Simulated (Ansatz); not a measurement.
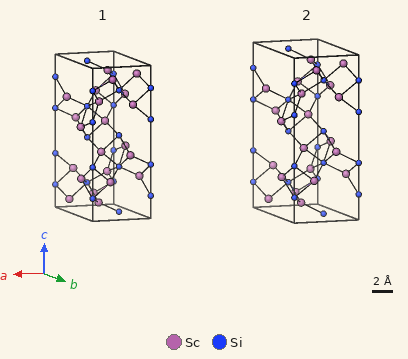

Two geometries of a crystal of Sc$_{3}$Si$_{2}$ (built on the corundum_167 type) (coarse preliminary run), drawn at one scale. One is the start of a relaxation, the other its converged end. Style: ball-and-stick. Shown: the conventional cell (3 times the calculation's cell), from a free direction. Lengths and directions refer to the drawn axes.

Method: Ansatz 0.2.0, DFT PBE, scalar-relativistic, plane waves, PAW. Settings: plane-wave cutoff 420 eV; k-point mesh 3 × 3 × 3; occupations gaussian; smearing width 0.1 eV; no spin polarisation; cell and atoms relaxed; force threshold 0.04 eV/Å; at most 70 steps.

> Which one is relaxed?

Structure 2 is the relaxed one. Case: corundum type (R-3c, No. 167). The largest moves relative to the cell, 0.12 Å, are those of Si atoms. Largest moves by element: Si 0.12 Å, Sc 0.01 Å. Cell: a = b 6.096 → 6.739 Å (+10.5 %), c 16.645 → 17.959 Å (+7.9 %). Volume +31.8 %. Some distances before and after: Sc–Sc 3.234 → 3.600 Å, Sc–Sc 3.356 → 3.656 Å, Sc–Si 2.376 → 2.661 Å, Sc–Si 2.526 → 2.695 Å. Among the angles between lasting bonds that change: Si–Sc–Si 84.7° → 79.1°, Sc–Si–Sc 164.2° → 168.8°, Sc–Si–Sc 79.6° → 83.8°. The space group stays R-3c (No. 167). After 4 accepted moves (5 points after the start) the energy has fallen by 482 meV per atom. The largest force component goes from 1.1 to 0.014 eV/Å. Pressure: 31.54 GPa at the start and 0.14 GPa at the end. At 1 point the geometry stayed and the basis and grid were re-selected for the new cell (energy shift of 2.1 meV per atom at most each time).
